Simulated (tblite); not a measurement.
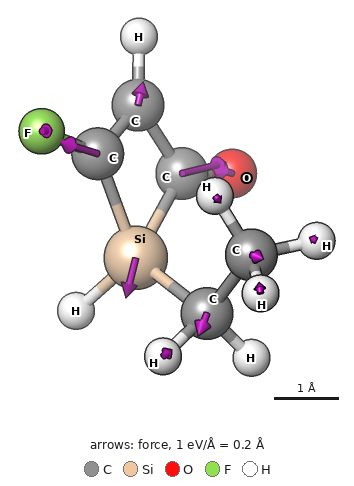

Starting geometry of C$_{5}$H$_{7}$FOSi with the computed forces as purple arrows. The picture is a ball-and-stick view, seen from a free direction.

These are results of GFN2-xTB geometry optimisation, gas phase in tblite 0.8.0, not measurements. 

> Is this structure relaxed? If not, where do the atoms go?

It isn't relaxed: the largest force vector, on a C atom, is 5.75 eV/Å. The final displacements have little in common with the starting forces (cosine between the two patterns 0.19). Over 65 geometry steps the energy falls by 18.0 kcal/mol. The largest move after the best rigid fit is that of an H atom, 0.54 Å. By element the largest moves are H 0.54 Å, O 0.28 Å, F 0.27 Å, C 0.18 Å, Si 0.07 Å. Among the contacts that change: C–Si 1.820 → 1.956 Å, C–Si 1.817 → 1.919 Å, C–Si 1.842 → 1.901 Å, C–F 1.390 → 1.334 Å. Among the angles between lasting bonds that change: C–Si–H 112.5° → 118.4°, Si–C–F 130.3° → 136.1°, C–C–C 96.1° → 101.3°. Groups turn about C–C by about 30°.
